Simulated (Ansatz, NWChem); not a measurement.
# Exact exchange and the electronic atomisation energy of C3H7F

C3H7F: 11 atoms, total charge 0, spin state singlet. SMILES: `CC(C)F`. Geometry: relaxed at PBE0-D4/def2-TZVP.

The electronic atomisation energy y, in eV, basis cc-pVDZ; a is the functional's share of exact exchange. Programs: Ansatz 0.2.0, NWChem 7.3.0.

```
functional  program     a  y (eV)
       PBE   Ansatz     0   44.41
      TPSS   NWChem     0   43.92
     B3LYP   Ansatz   0.2       ?
   r2SCAN0   Ansatz  0.25   43.22
      PBE0   Ansatz  0.25   43.78
     BHLYP   Ansatz   0.5   42.37
```

Q: Fit y = c + s·a to the known rows and predict B3LYP.

A: 
1. Means of the 5 rows: a = 0.2000, y = 43.540.
2. Σ(Δa)² = 0.175, Σ(Δa·Δy) = -0.605, so the slope is -0.605/0.175 = -3.4571.
3. Intercept: 43.540 − (-3.4571) × 0.2000 = 44.231. The largest residual of the fit is 0.41.
4. B3LYP: 44.231 + (-3.4571) × 0.2 = 43.54 eV.

The run gave 43.40 eV, so the prediction is off by +0.14 eV, within the scatter of the fit. The rows mix families of semi-local functionals, which the line can't see.

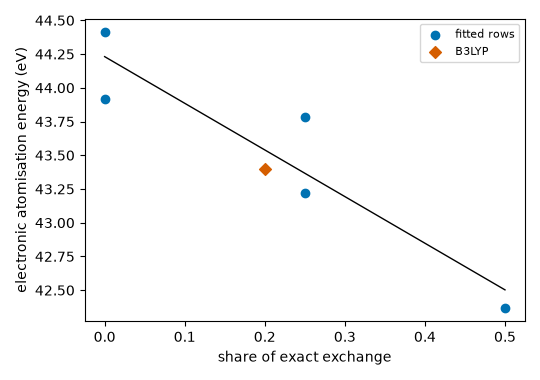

The fitted line, with the withheld row.
